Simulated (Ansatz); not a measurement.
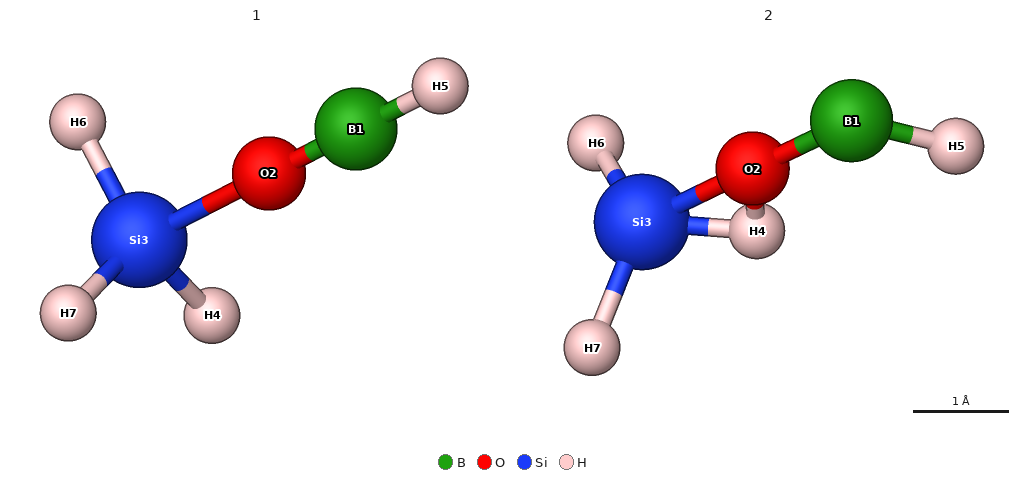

Two geometries of BSiH$_{4}$O (charge +1), drawn at one scale. One is the start of a relaxation, the other its converged end. The picture is a ball-and-stick view, seen from a free direction.

Theory: Ansatz, RKS PBE-D4/def2-SVP. Set-up: force threshold 0.03 eV/Å; at most 250 steps.

Q: Which one is relaxed?

A: Structure 1 is the relaxed one. It is one of the separated reactants of a reaction. The largest move after the best rigid fit is that of H4, 1.65 Å. By element the largest moves are H 1.65 Å, O 0.31 Å, Si 0.29 Å, B 0.24 Å. Among the contacts that change: O2–H4 0.970 → 2.574 Å, O2–Si3 1.550 → 1.835 Å, Si3–H4 1.219 → 1.488 Å, B1–O2 1.388 → 1.230 Å. Bonds break, among them: O2–H4 (0.97 → 2.57 Å). Bond angles that change, for instance: O2–B1–H5 116.2° → 180.0°, O2–Si3–H4 38.7° → 101.0°, O2–Si3–H6 117.4° → 101.0°. The energy falls by 840.9 kJ/mol in 12 geometry steps. The largest force component goes from 16 to 0.0016 eV/Å. Cost: 9.5 s on 2 threads of Intel Xeon Platinum 8488C, with other jobs on the host.
